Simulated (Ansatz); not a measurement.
A series of calculations on C2H5O

Part 1: Relaxation

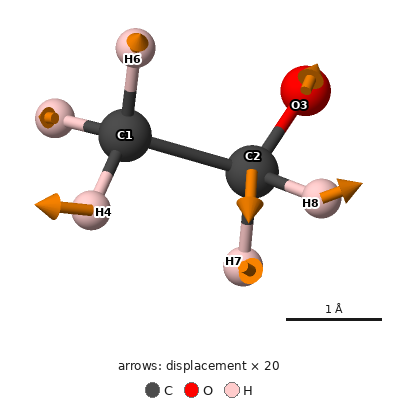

A relaxation of C2H5O (multiplicity 2). The starting structure is drawn; orange arrows show the displacements, 20 times their true length. The two geometries are superimposed by the best rigid fit.

A ball-and-stick model, seen at a tilt.

The run prepares an end point of a later path (hydrogen shift) calculation, from a guessed geometry.

Level of theory: Ansatz 0.2.0, UKS B3LYP-D4/def2-SVP. Set-up: collinear spin; force threshold 0.02 eV/Å; at most 50 steps.

What happened in the run?

The atom that moves furthest after the best rigid fit is an H atom (0.033 Å). By element the largest moves are H 0.033 Å, C 0.032 Å, O 0.021 Å. Near-neighbour distances that change, for instance: C–O 1.308 → 1.357 Å, C–H 1.087 → 1.102 Å, C–H 1.123 → 1.119 Å. Bond angles that change, for instance: H–C–H 99.2° → 101.7°. Over 4 geometry steps the energy falls by 0.057 eV. The largest force component goes from 1.7 to 0.015 eV/Å. Cost: 9.4 s on 2 threads of Intel(R) Xeon(R) Platinum 8488C (Sapphire Rapids), on a shared host, peak memory 0.17 GiB.

Part 2: Relaxation

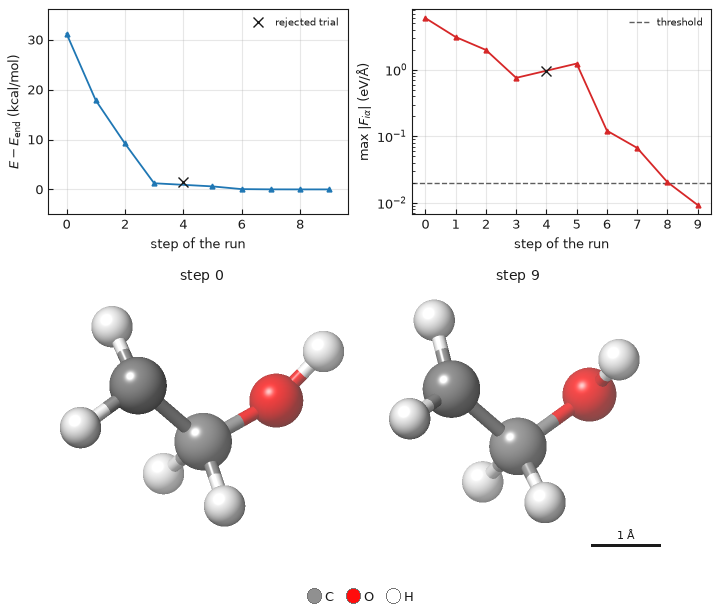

First and last geometry of a relaxation of C$_{2}$H$_{5}$O (multiplicity 2), with the history of the run. The picture is a ball-and-stick view, seen at a tilt.

The run prepares an end point of a later path (hydrogen shift) calculation, from a guessed geometry.

Level of theory: UKS B3LYP-D4/def2-SVP in Ansatz 0.2.0.

Input
```yaml
crystal:
  periodic: [false, false, false]
  atoms:
    - { symbol: C, position_ang: [-0.45092, 0.59807, -0.26597] }
    - { symbol: C, position_ang: [0.4266, -0.5427, 0.24589] }
    - { symbol: O, position_ang: [1.66651, -0.27124, 0.56044] }
    - { symbol: H, position_ang: [-1.45401, 0.24256, -0.48568] }
    - { symbol: H, position_ang: [-0.01478, 1.02364, -1.16701] }
    - { symbol: H, position_ang: [2.36165, 0.37339, 0.84562] }
    - { symbol: H, position_ang: [0.40591, -1.39377, -0.48621] }
    - { symbol: H, position_ang: [-0.07507, -1.04335, 1.11732] }
magnetization:
  spin_polarized: true
  initial_magnetization: 1
basis:
  gaussian: { orbitals: def2-SVP }
hamiltonian:
  xc: b3lyp
  dispersion: d4
relax:
  f_tol: 0.02
  max_steps: 50
output:
  orbitals: {}
```

Run as
```bash
ansatz run input.yaml --threads 2 --pin off --max-ram 3072MiB --backend cpu --events-out ev --progress --plain --runs-dir out
```

Q: Did the run converge, and what did it change?

A: It converged. The energy falls by 31.2 kcal/mol in 8 accepted moves (9 points after the start). The largest force component goes from 6 to 0.0093 eV/Å. The line search rejected the trial step at point 4 of the run. The atom that moves furthest after the best rigid fit is H6 (0.53 Å). By element the largest moves are H 0.53 Å, O 0.24 Å, C 0.23 Å. Some distances before and after: C2–O3 1.308 → 1.414 Å, C1–C2 1.528 → 1.487 Å, O3–H6 0.990 → 0.967 Å, C2–H7 1.123 → 1.111 Å. Bond angles that change, for instance: C2–O3–H6 150.5° → 107.3°, C2–C1–H4 110.7° → 121.2°, H4–C1–H5 109.3° → 118.7°. Groups turn about C2–O3 by about 30°. The run took 12 s on 2 threads of Intel(R) Xeon(R) Platinum 8488C (Sapphire Rapids), on a shared host, peak memory 0.16 GiB.

Part 3: Path

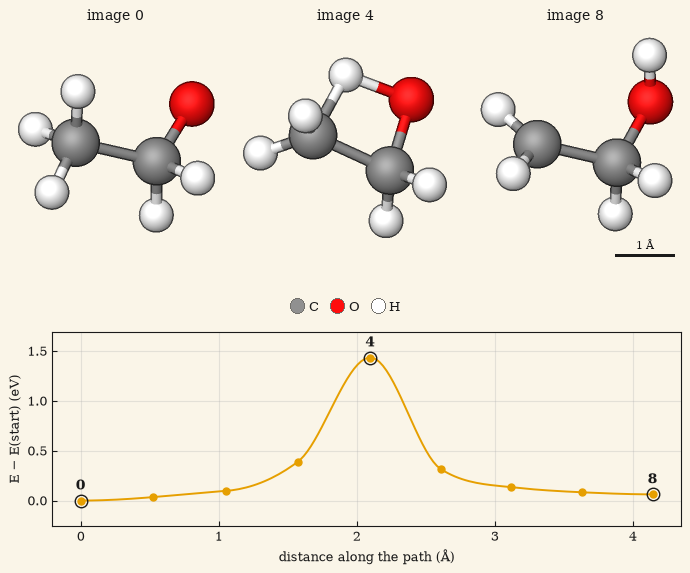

A search for the minimum-energy path of C₂H₅O (multiplicity 2) by the nudged elastic band. Images are numbered from 0 (start) to 8 (end). A ball-and-stick model, seen at a tilt.

Computed with UKS B3LYP-D4/def2-SVP in Ansatz. Settings: 7 movable images; climbing image; force threshold 0.03 eV/Å; iteration limit 60; starting path through a guess of the saddle point.

> What happens along the path, and what is the barrier?

Forward barrier 1.43 eV, backward barrier 1.37 eV, with image 4 at the top; the reaction energy is +0.06 eV. A hydrogen atom shifts from one atom to another. Breaking: C–H (1.10 → 2.56 Å). Forming: H–O (2.75 → 0.97 Å). The band converged in 12 iterations, with a climbing image at the top. At the top, the vibrational analysis gives one imaginary mode (1982i cm⁻¹), as a transition state must have.

The run took 110 s on 2 threads of Intel(R) Xeon(R) Platinum 8488C (Sapphire Rapids), with other jobs on the host, peak memory 0.18 GiB.
